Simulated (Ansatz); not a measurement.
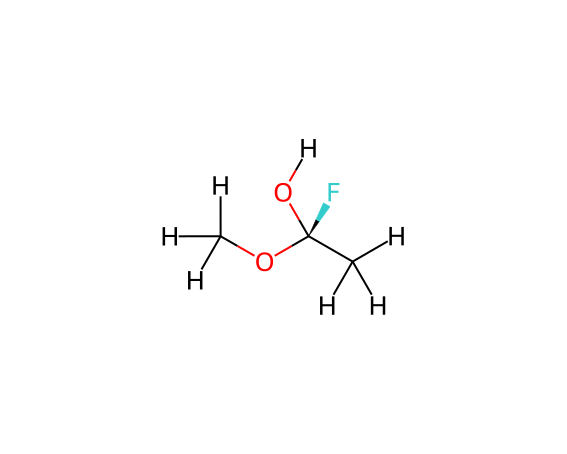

The drawing above gives the connectivity. The computed structure is the end point of a PBE0-D4/def2-TZVP optimisation. No frequency run is at hand to confirm it as a minimum.

Describe the 3D structure.

It has 13 atoms: 3 carbon, 7 hydrogen, 1 fluorine and 2 oxygen (C3H7FO2). Its SMILES string is `CO[C@@](C)(O)F`. It has no ring. Among its groups: alcohol, ether, C–F bond. The point group is C1. Coordination: 3 C tetrahedral; 2 O bent.

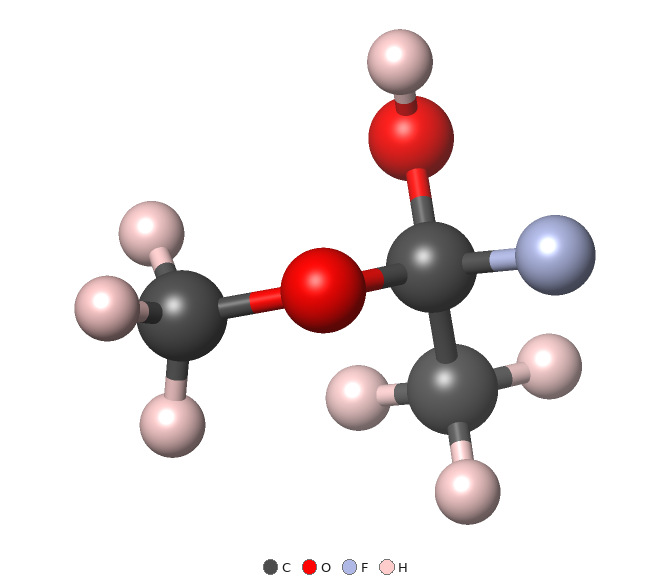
